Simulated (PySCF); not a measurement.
**C3H4O (methylketene): density, localisation and related maps**

Input file:

```
{"job": {"kind": "sp", "xc": "wB97X", "basis": "def2-TZVP", "d3": "d3bj", "grid": 2}, "charge": 0, "multiplicity": 1}
C     -0.910601    -0.338504    -0.096897
C      0.289437     0.504615     0.234854
C      1.530261     0.181745    -0.064738
O      2.627575    -0.101430    -0.330711
H     -0.622883    -1.261621    -0.619176
H     -1.612419     0.206384    -0.748413
H     -1.457903    -0.629377     0.814008
H      0.172993     1.457239     0.760480
```

Command:

```sh
OMP_NUM_THREADS=1 python redox_run.py task.json out
```

Geometry: PBE0-D3(BJ)/def2-SVP.

Level of theory: DFT single point, gas phase, functional wB97X (PySCF).

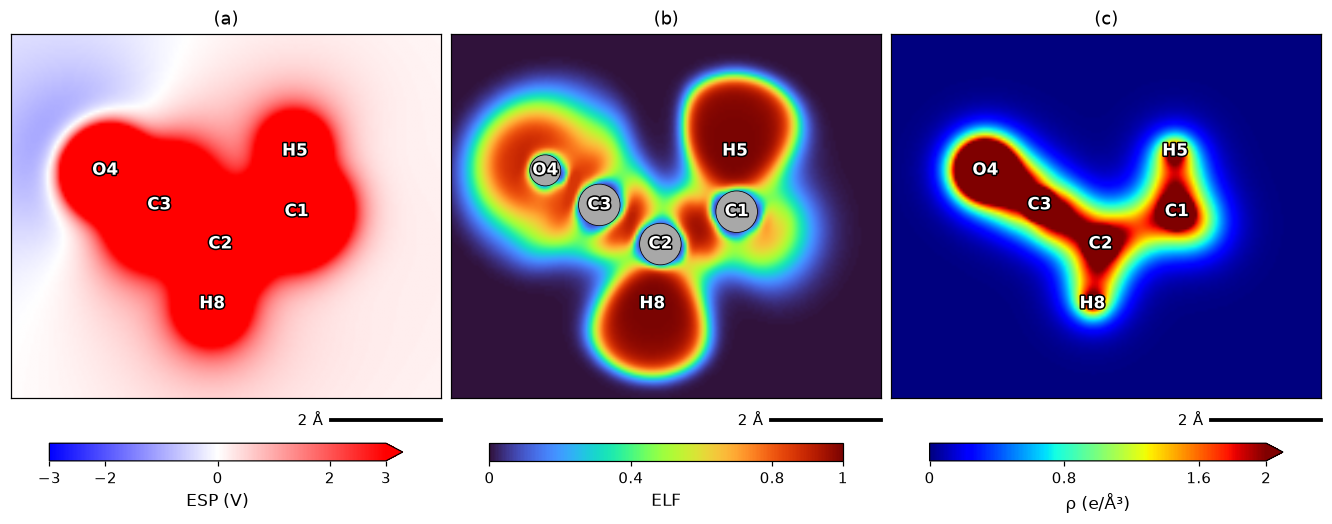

Figure 1. (a) molecular electrostatic potential; (b) electron localisation function; (c) total electron density on the plane of atoms C1, C2 and C3. Grey discs cover the atomic cores in the ELF map.

What do the fields say about this system?

The plane passes through C, O and H nuclei.
C–O (1.16 Å): ρ is about 3.7 e/Å³ halfway; the ELF peaks at about 0.85 between the atoms: a short, multiple covalent bond.
C–C (1.32 Å): ρ at the midpoint is about 2.3 e/Å³; the ELF peaks at about 0.90 between the atoms (a multiple bond).
C–H (1.09 Å): the density is about 1.9 e/Å³ at the midpoint; the ELF climbs to about 1 towards the hydrogen, as it does in any bond to H; an ordinary covalent bond to hydrogen.
C–C (1.50 Å): ρ at the midpoint is about 1.7 e/Å³; the ELF peaks at about 0.95 between the atoms, as expected for localised, covalent bonding.
The ELF also peaks beside O4, away from the bonds: lone-pair regions.
Outside the dense part of the molecule the potential is most negative (−1.0 V) near O4.

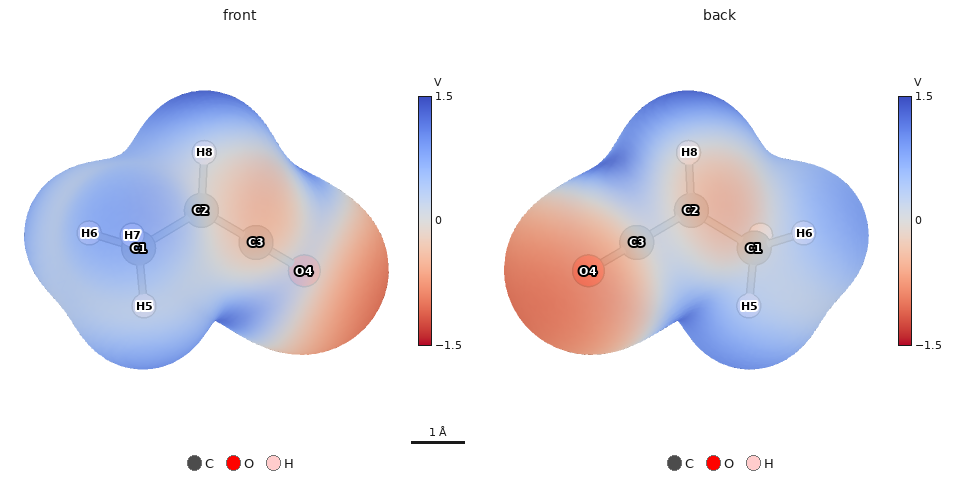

Figure 2. The electrostatic potential painted on the density surface at 0.002 e/bohr³, seen from the front and from behind; the colour scale runs from red (negative) to blue (positive).

Describe the electrostatic potential map.

The most negative region (about −1.0 V) lies over O4, the most positive (about +1.2 V) over C3 and H8.

How polar is the molecule by this calculation?

Its dipole moment is 1.82 D.
